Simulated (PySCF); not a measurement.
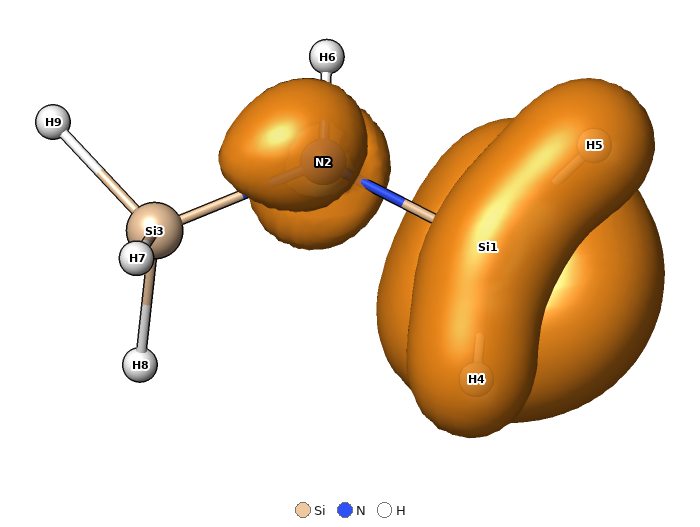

Figure 1: H6NSi2 (SMILES [SiH2]N[SiH3]) (doublet). Isosurface of the spin density at +0.015 e/Å³ (orange), seen at an oblique angle.

Geometry: GFN2-xTB.

The calculation used UKS B3LYP, pcH-1 on H N Si, non-relativistic, mean-field spin-orbit, GIAO (PySCF 2.14.0, density-fitted response routines).

```yaml
atoms:
  - { symbol: Si, position_ang: [1.7130, -0.2442, -0.4886] }
  - { symbol: N, position_ang: [0.3254, 0.5242, 0.2150] }
  - { symbol: Si, position_ang: [-1.3488, 0.1095, 0.0956] }
  - { symbol: H, position_ang: [1.3538, -1.6073, -0.8500] }
  - { symbol: H, position_ang: [2.8152, -0.1285, 0.4636] }
  - { symbol: H, position_ang: [0.5348, 1.3383, 0.7693] }
  - { symbol: H, position_ang: [-1.6387, -1.0763, 0.9110] }
  - { symbol: H, position_ang: [-1.6507, -0.1771, -1.3070] }
  - { symbol: H, position_ang: [-2.0904, 1.2674, 0.5932] }
```

Q: Where is the unpaired spin?

A: The unpaired spin (1 electron) lies mostly on Si1 (about 0.7) and N2 (about 0.1), in electrons by Hirshfeld's partition.
